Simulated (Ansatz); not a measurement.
# TlSnI3, pressure series

The parent structure is TlSnI$_{3}$ (space group Cmcm, No. 63; a cell from a computed database, its experimental status unchecked).

TlSnI3 has the orthorhombic space group Cmcm (No. 63), Pearson symbol oS20. Cell: a = 4.515 Å, b = 14.675 Å, c = 11.604 Å, α = β = γ = 90.00°. Tl on 4c is coordinated by 6 I at 3.413–3.535 Å (trigonal prismatic). Sn on 4a is surrounded by 6 I at 3.115–3.155 Å (octahedral). I1 on 8f has 2 Sn at 3.155 Å and 2 Tl at 3.535 Å. I2 on 4c is coordinated by 2 Sn at 3.115 Å and 2 Tl at 3.413 Å. (Neighbours: up to the widest gap in distance over summed covalent radii, below 1.35, at either atom; cation-cation and far metal-metal contacts left out.)
(The calculation used a cell of 10 atoms; values per cell refer to that cell.)

Cell and atoms are relaxed at each pressure.

Level of theory: Ansatz (a quantum-chemistry and plane-wave program) PBEsol, without spin-orbit coupling, earlier PAW set.

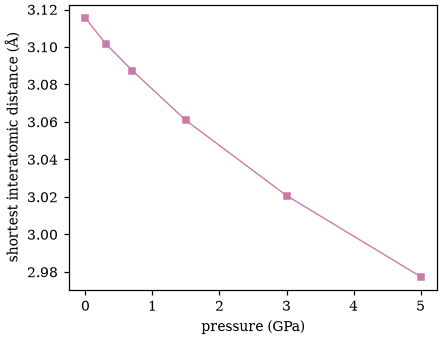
Figure: Shortest interatomic distance against pressure

```csv
pressure (GPa),shortest interatomic distance
0.3,3.102 Å
0.7,3.087 Å
1.5,3.061 Å
3,3.021 Å
5,2.978 Å
```

Spin-orbit coupling, missing from the scalar runs, can matter with I and Tl. Load acts through the strain it causes; cell and atoms are relaxed under it. Whether these cells are dynamically stable was not tested. Competing high-pressure phases were not computed.
